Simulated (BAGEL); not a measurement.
# CH4ClNSi (SMILES [H]/N=C(/[SiH3])Cl) at RI-MP2/def2-SVP (density fitting with qzvpp-jkfit)

What is the energy change on altering one bond length of CH4ClNSi at RI-MP2/def2-SVP (density fitting with qzvpp-jkfit)? 

The calculation is run with BAGEL 1.2.2.

2 further runs of the same task are left out: 2 set aside as unsound or not needed.

**1. The system as given**

The species is CH4ClNSi (8 atoms), meant as a singlet with charge 0. SMILES: `[H]/N=C(/[SiH3])Cl`. The coordinates come from a PBE0-D4/def2-TZVP relaxation.

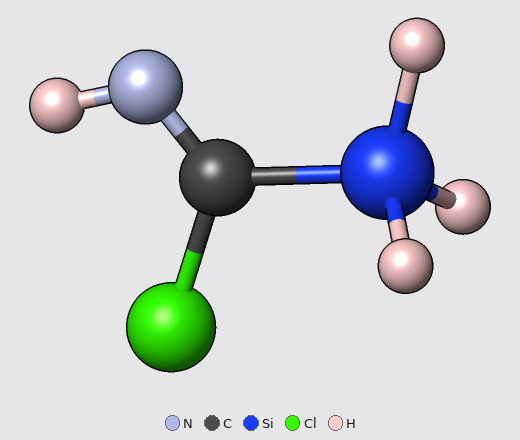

Viewed from a chosen angle; nitrogen light blue, carbon dark grey, silicon blue, chlorine green, hydrogen pink.

**2. The energy at RI-MP2/def2-SVP (density fitting with qzvpp-jkfit)**

input.json

```json
{ "bagel" : [

{
  "title" : "molecule",
  "basis" : "svp",
  "df_basis" : "qzvpp-jkfit",
  "angstrom" : "true",
  "geometry" : [
    { "atom" : "N", "xyz" : [      -0.134000,       1.454700,      -0.961900 ] },
    { "atom" : "C", "xyz" : [      -0.418500,       0.335400,      -0.490000 ] },
    { "atom" : "Si", "xyz" : [       0.653400,      -0.598300,       0.760300 ] },
    { "atom" : "Cl", "xyz" : [      -1.899100,      -0.560600,      -0.931300 ] },
    { "atom" : "H", "xyz" : [      -0.820600,       1.817500,      -1.623900 ] },
    { "atom" : "H", "xyz" : [       1.022600,      -1.900500,       0.155700 ] },
    { "atom" : "H", "xyz" : [      -0.163500,      -0.822600,       1.976900 ] },
    { "atom" : "H", "xyz" : [       1.851900,       0.217300,       1.058400 ] }
  ]
},

{ "title" : "hf" },

{ "title" : "mp2", "ncore" : 12 }

]}
```

The run is started by

```sh
$ BAGEL_NUM_THREADS=1 BAGEL input.json > input.out
```

Output:

```text
* using 1 threads per process

  ===============================================================
  ===============================================================

  *** Geometry ***

  { "atom" : "N", "xyz" : [     -0.253223,      2.748985,     -1.817728 ] },
  { "atom" : "C", "xyz" : [     -0.790850,      0.633814,     -0.925966 ] },
  { "atom" : "Si", "xyz" : [      1.234747,     -1.130623,      1.436759 ] },
  { "atom" : "Cl", "xyz" : [     -3.588779,     -1.059380,     -1.759902 ] },
  { "atom" : "H", "xyz" : [     -1.550709,      3.434577,     -3.068726 ] },
  { "atom" : "H", "xyz" : [      1.932434,     -3.591425,      0.294230 ] },
  { "atom" : "H", "xyz" : [     -0.308970,     -1.554489,      3.735800 ] },
  { "atom" : "H", "xyz" : [      3.499584,      0.410637,      2.000086 ] },

  Number of auxiliary basis functions:      480

  Since a DF basis is specified, we compute 2- and 3-index integrals:
    o Being stored without compression. Storage requirement is 0.027 GB

  Number of basis functions:       84
  Number of electrons      :       48

    * METHOD: MOLECULE                             0.22

  *** RHF ***

  === Nuclear Repulsion ===
   195.4026274699

      * DIIS with orbital gradients will be used.

  === RHF iteration (svp) ===
      0       -842.59304730          0.01527404           0.06
      1       -842.68224287          0.01118096           0.06
      2       -842.73909481          0.00174178           0.06
      3       -842.74231680          0.00054680           0.06
      4       -842.74267452          0.00022266           0.06
      5       -842.74277543          0.00009352           0.06
      6       -842.74279076          0.00003096           0.06
      7       -842.74279212          0.00000649           0.06
      8       -842.74279219          0.00000193           0.06
      9       -842.74279219          0.00000052           0.06
     10       -842.74279219          0.00000026           0.06
     11       -842.74279219          0.00000010           0.06
     12       -842.74279219          0.00000004           0.06
     13       -842.74279219          0.00000002           0.06
     14       -842.74279219          0.00000001           0.06
    * SCF iteration converged.

    * Permanent dipole moment:
           (   -0.045475,     0.097676,    -0.086998) a.u.

    * METHOD: HF                                   1.10

  *** RHF ***

  === Nuclear Repulsion ===
   195.4026274699

      * DIIS with orbital gradients will be used.

  === RHF iteration (svp) ===
      0       -842.74279219          0.00000000           0.06
    * SCF iteration converged.

    * Permanent dipole moment:
           (   -0.045475,     0.097676,    -0.086998) a.u.

  === DF-MP2 calculation ===

    * freezing 12 orbitals
    * 3-index integral transformation done
    * assembly done

      MP2 correlation energy:   -0.5288544312      0.03

      MP2 total energy:       -843.2716466217

    * METHOD: MP2                                  0.16

  ===============================================================
```

Wall time 1.7 s (1 thread of Arm Neoverse V1, shared host); peak memory 0.12 GiB.

**3. The distorted shape**

mp2.json

```json
{ "bagel" : [

{
  "title" : "molecule",
  "basis" : "svp",
  "df_basis" : "qzvpp-jkfit",
  "angstrom" : true,
  "geometry" : [
    { "atom" : "N", "xyz" : [   -0.429370,    2.496496,   -0.478203 ] },
    { "atom" : "C", "xyz" : [   -0.713870,    1.377196,   -0.006303 ] },
    { "atom" : "Si", "xyz" : [    0.358030,    0.443496,    1.243997 ] },
    { "atom" : "Cl", "xyz" : [   -2.194470,    0.481196,   -0.447603 ] },
    { "atom" : "H", "xyz" : [   -1.115970,    2.859296,   -1.140203 ] },
    { "atom" : "H", "xyz" : [    1.022600,   -1.900500,    0.155700 ] },
    { "atom" : "H", "xyz" : [   -0.458870,    0.219196,    2.460597 ] },
    { "atom" : "H", "xyz" : [    1.556530,    1.259096,    1.542097 ] }
  ]
},
{
  "title" : "hf"
},
{
  "title" : "mp2",
  "ncore" : 12
}

]}
```

The run is started by

```sh
$ BAGEL_NUM_THREADS=1 BAGEL mp2.json > mp2.out
```

Output:

```text
* using 1 threads per process

  ===============================================================
  ===============================================================

  *** Geometry ***

  { "atom" : "N", "xyz" : [     -0.811392,      4.717694,     -0.903673 ] },
  { "atom" : "C", "xyz" : [     -1.349019,      2.602523,     -0.011911 ] },
  { "atom" : "Si", "xyz" : [      0.676579,      0.838086,      2.350814 ] },
  { "atom" : "Cl", "xyz" : [     -4.146947,      0.909329,     -0.845847 ] },
  { "atom" : "H", "xyz" : [     -2.108878,      5.403286,     -2.154671 ] },
  { "atom" : "H", "xyz" : [      1.932434,     -3.591425,      0.294230 ] },
  { "atom" : "H", "xyz" : [     -0.867139,      0.414220,      4.649854 ] },
  { "atom" : "H", "xyz" : [      2.941415,      2.379347,      2.914141 ] },

  Number of auxiliary basis functions:      480

  Since a DF basis is specified, we compute 2- and 3-index integrals:
    o Being stored without compression. Storage requirement is 0.027 GB

  Number of basis functions:       84
  Number of electrons      :       48

    * METHOD: MOLECULE                             0.22

  *** RHF ***

  === Nuclear Repulsion ===
   192.0959762257

      * DIIS with orbital gradients will be used.

  === RHF iteration (svp) ===
      0       -842.44319332          0.01548422           0.06
      1       -842.53500605          0.01164192           0.06
      2       -842.59721149          0.00170651           0.06
      3       -842.60057684          0.00057567           0.06
      4       -842.60101114          0.00023168           0.06
      5       -842.60112327          0.00009992           0.06
      6       -842.60114039          0.00003739           0.06
      7       -842.60114233          0.00000737           0.06
      8       -842.60114240          0.00000229           0.06
      9       -842.60114241          0.00000063           0.06
     10       -842.60114241          0.00000025           0.06
     11       -842.60114241          0.00000010           0.06
     12       -842.60114241          0.00000006           0.06
     13       -842.60114241          0.00000002           0.06
     14       -842.60114241          0.00000001           0.06
    * SCF iteration converged.

    * Permanent dipole moment:
           (    0.245766,    -0.660905,    -0.350061) a.u.

    * METHOD: HF                                   1.08

  *** RHF ***

  === Nuclear Repulsion ===
   192.0959762257

      * DIIS with orbital gradients will be used.

  === RHF iteration (svp) ===
      0       -842.60114241          0.00000001           0.06
    * SCF iteration converged.

    * Permanent dipole moment:
           (    0.245766,    -0.660905,    -0.350061) a.u.

  === DF-MP2 calculation ===

    * freezing 12 orbitals
    * 3-index integral transformation done
    * assembly done

      MP2 correlation energy:   -0.5400125223      0.03

      MP2 total energy:       -843.1411549330

    * METHOD: MP2                                  0.16

  ===============================================================
```

Wall time 1.7 s (1 thread of Arm Neoverse V1, shared host); peak memory 0.12 GiB.

**4. What came out**

Level: RI-MP2/def2-SVP (density fitting with qzvpp-jkfit), 12 core orbitals frozen.

```
                                                          quantity          value
                                         first shape: total energy  -843.27165 Eh
         first shape: correlation energy (12 core orbitals frozen)     -528.9 mEh
                                     distorted shape: total energy  -843.14115 Eh
     distorted shape: correlation energy (12 core orbitals frozen)     -540.0 mEh
energy change with the Si3–H6 bond stretched from 1.482 to 2.668 Å       3.551 eV
```

In words: One bond (distorted shape) is far stretched, which a spin-restricted single reference describes badly; perturbation theory on it can break down and give far too much correlation. With the Si3–H6 bond stretched from 1.482 to 2.668 Å the energy rises by 3.55 eV (343 kJ/mol). The first shape isn't relaxed at this level, so the change isn't measured from a minimum. A restricted reference can't describe the breaking bond well at this length.
